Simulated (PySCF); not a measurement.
# BCl2F (dichlorofluoroborane) at BLYP/6-311+G(d,p)

Aim: the vertical singlet–triplet gap of BCl2F (dichlorofluoroborane) at BLYP/6-311+G**, from 2 runs. 

The results are computed with PySCF 2.14.0.

2 further runs of the same task are left out: 2 set aside as unsound or not needed.

## (1) The molecule

BCl2F: 4 atoms, total charge 0, spin state singlet. SMILES: `FB(Cl)Cl`. Geometry: relaxed at PBE0-D4/def2-TZVP.

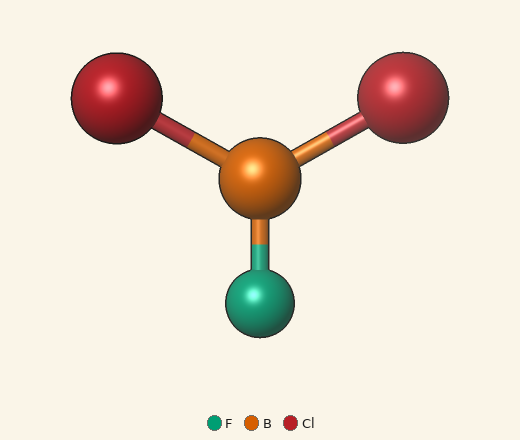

Viewed from a chosen angle; fluorine teal, boron orange, chlorine red.

## (2) A single-point energy at BLYP/6-311+G(d,p)

input.xyz

```xyz
4

F      0.114370    -1.165320    -0.781190
B      0.007910    -0.080610    -0.054040
Cl    -1.549540     0.373780     0.571420
Cl     1.427260     0.872140     0.263810
```

input.py

```python
# FB(Cl)Cl
from pyscf import gto, dft

mol = gto.Mole()
mol.atom = 'input.xyz'
mol.basis = '6-311+g**'
mol.verbose = 3
mol.max_memory = 1860
mol.spin = 0
mol.build()

ks = dft.RKS(mol)
ks.xc = 'blyp'
ks.grids.level = 5
ks.conv_tol = 1e-10
ks.kernel()
if not ks.converged:
    ks = ks.newton().run(ks.mo_coeff, ks.mo_occ)

e_final = ks.e_tot
print(f'total energy: {e_final:.8f} hartree')
```

Command:

```
$ OMP_NUM_THREADS=1 python input.py
```

Log:

```text
converged SCF energy = -1045.27285330583
total energy: -1045.27285331 hartree
```

It took 13 s on 1 thread of Arm Neoverse V2, shared host; peak memory 0.53 GiB.

## (3) The triplet at the same level

job.py

```python
from pyscf import gto, dft

mol = gto.M(
    atom='''
F    0.114370  -1.165320  -0.781190
B    0.007910  -0.080610  -0.054040
Cl  -1.549540   0.373780   0.571420
Cl   1.427260   0.872140   0.263810
''',
    basis='6-311+g**',
    spin=2,
    verbose=3,
    charge=0,
    max_memory=1860,
)

myscf = dft.UKS(mol, xc='blyp')
myscf.conv_tol = 1e-10
myscf.grids.level = 5
myscf.kernel()
if not myscf.converged:
    myscf = myscf.newton().run(myscf.mo_coeff, myscf.mo_occ)

e_final = myscf.e_tot
print(f'total energy: {e_final:.8f} hartree')
```

Command:

```
$ OMP_NUM_THREADS=1 python job.py
```

Log:

```text
WARN: HOMO -0.0729077003741133 >= LUMO -0.322779347447933

WARN: HOMO -0.0262277556694493 >= LUMO -0.183850686259275

WARN: HOMO -0.0762990636557636 >= LUMO -0.305843318417717

WARN: HOMO -0.0623553179692235 >= LUMO -0.315508593515407

WARN: HOMO -0.0631754136451243 >= LUMO -0.303914106567479

WARN: HOMO -0.0654187455794993 >= LUMO -0.305903676779845

WARN: HOMO -0.0646376592220505 >= LUMO -0.305339031420478

WARN: HOMO -0.0648324589936056 >= LUMO -0.305407872594059

WARN: HOMO -0.0648472482668219 >= LUMO -0.305415248614811

WARN: HOMO -0.0647733388982302 >= LUMO -0.305388356142628

WARN: HOMO -0.064776435924843 >= LUMO -0.305391940664631

WARN: HOMO -0.064778959705834 >= LUMO -0.305395107173196

WARN: HOMO -0.0647789638943132 >= LUMO -0.305394894929861

WARN: HOMO -0.0647788143763636 >= LUMO -0.305394860012163

converged SCF energy = -1045.04550051345  <S^2> = 2.0033  2S+1 = 3.0021992
total energy: -1045.04550051 hartree
```

Run time: 31 s. Hardware: 1 thread of Arm Neoverse V2, shared host; peak memory 0.55 GiB.

## (4) Outcome

Level: BLYP/6-311+G**.

| quantity | value |
| --- | --- |
| singlet: total energy | -1045.27285 Eh |
| singlet: dipole moment | 0.26 D |
| singlet: HOMO energy | -7.88 eV |
| singlet: LUMO energy | -1.95 eV |
| singlet: HOMO–LUMO gap | 5.93 eV |
| triplet: total energy | -1045.04550 Eh |
| triplet: dipole moment | 1.50 D |
| triplet: HOMO energy (highest over α and β) | -1.76 eV |
| triplet: ⟨S²⟩ | 2.003 |
| vertical energy of the triplet above the singlet | 6.187 eV |

**Reading.** At this shape the triplet lies 6.19 eV (143 kcal/mol) above the singlet. Mulliken charges (singlet) run from -0.17 on B2 to +0.15 on F1; in a basis this large or diffuse they mean little.
